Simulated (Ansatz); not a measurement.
C (diamond)

```cif
data_C8
_chemical_formula_sum 'C8'
_space_group_name_H-M_alt 'Fd-3m :1'
_space_group_IT_number 227
_space_group_name_Hall 'F 4d 2 3 -1d'
_cell_length_a 3.57162
_cell_length_b 3.57162
_cell_length_c 3.57162
_cell_angle_alpha 90.000
_cell_angle_beta 90.000
_cell_angle_gamma 90.000
loop_
_atom_site_label
_atom_site_type_symbol
_atom_site_symmetry_multiplicity
_atom_site_Wyckoff_symbol
_atom_site_fract_x
_atom_site_fract_y
_atom_site_fract_z
_atom_site_occupancy
C1 C 8 a 0.00000 0.00000 0.00000 1
```
(The calculation used a cell of 2 atoms; values per cell refer to that cell.)

The volume is varied about the relaxed value V₀ at fixed cell shape. Symmetry pins the atoms to their sites.

These are PBE (plane waves to 420 eV, PAW, scalar-relativistic; Ansatz, a first-principles code) values and carry that method's errors. k mesh 16×16×16 (Γ-centred), Fermi-Dirac smearing 0.05 eV. E stands for the smeared free energy. C was relaxed with its symmetry unable to fall. The PAW data are Ansatz's earlier set. The zero of ΔE is the relaxed starting cell.

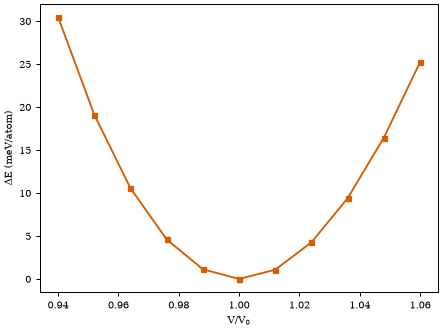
Fig. 1. ΔE (meV/atom) against V/V₀; one marker a computed point.

Problem. What is ΔE at V/V₀ = 1.060?

Solution. About 25 meV/atom.

Problem. What is ΔE at V/V₀ = 0.940?

Solution. About 31 meV/atom.

Problem. What bulk modulus B₀ follows from a third-order Birch-Murnaghan fit?

Solution. About 430 GPa.

(A scan under strain: stresses follow from slopes of the energy per volume, elastic moduli from its curvatures.)
